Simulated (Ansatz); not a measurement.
# HfO2 (P2_1/c): refractive index against wavelength

The refractive index of HfO2 (P2_1/c) along x below the direct gap (4.25 eV on the mesh) is read from one computed spectrum, n = √(Re ε). x, y and z are the Cartesian axes of the input cell.

Cell: a, b, c = 5.118, 5.186, 5.284 Å (primitive vectors), 12 atoms.

Method: Ansatz 0.2.0, PBE, independent particles, k-mesh 4×4×4 with interpolation inside its cells, Gaussian parameter 0.15 eV.

Launch of the response step: `ansatz run input.yaml --threads 4 --pin off --max-ram 8192MiB --backend cpu --events-out ev --progress --plain --runs-dir out`. The run took 2.2 min, on 4 threads of Arm Neoverse V2 (shared host).

| wavelength (nm) | photon energy E (eV) | n |
| --- | --- | --- |
| 1310 | 0.946 | 2.2798 |
| 1064 | 1.165 | 2.2861 |
| 850 | 1.459 | 2.2968 |
| 700 | 1.771 | 2.3113 |
| 633 | 1.959 | 2.3217 |
| 532 | 2.331 | 2.3466 |
| 450 | 2.755 | ? |

In the single-oscillator model n² − 1 = E₀E_d/(E₀² − E²), so 1/(n² − 1) = E₀/E_d − E²/(E₀E_d) is linear in E².

Working, on the rows shown:

| x = E² (eV²) | y = 1/(n² − 1) |
| --- | --- |
| 0.895757 | 0.238238 |
| 1.35784 | 0.236616 |
| 2.12762 | 0.233902 |
| 3.13716 | 0.230303 |
| 3.83641 | 0.227775 |
| 5.43137 | 0.2219 |

Means: x̄ = 2.7977, ȳ = 0.23146. Σ(x − x̄)(y − ȳ) = -0.05135, Σ(x − x̄)² = 14.27. Slope = -0.05135 / 14.27 = -0.003598; intercept = ȳ − slope · x̄ = 0.24152. Turned back into n, the line misses the rows shown by at most 0.00034.

Q: What does the fit predict for the withheld row, and how well does it do?

A: At x = 7.5912 the line gives y = 0.21421, that is 2.3808. The run gave 2.3834, so the extrapolation is off by 0.0026, 2 % of the range in the table.

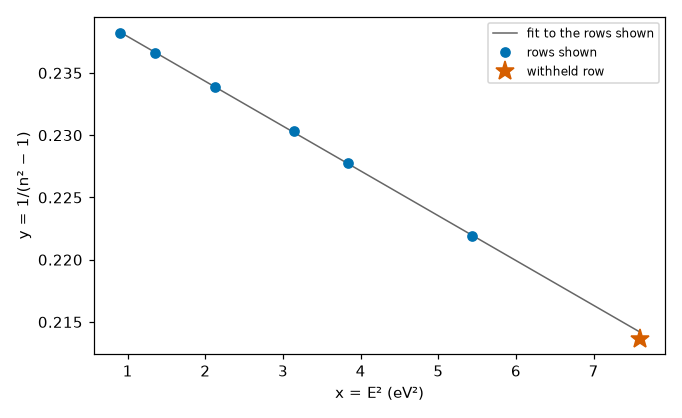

Refitted with all rows, the slope is -0.003666 and the intercept 0.24168. These give E₀ = √(intercept/−slope) = 8.12 eV and E_d = E₀/intercept = 33.6 eV; E₀ is 1.9 times the direct gap. The electronic limit at long wavelengths, without lattice vibrations, is n = √(1 + 1/intercept) = 2.267. The cell comes from an older database entry, whose edges can be off by a per cent or so. Excitons are left out and so are local fields; PBE gaps are as a rule too small. Spin-orbit coupling is left out.
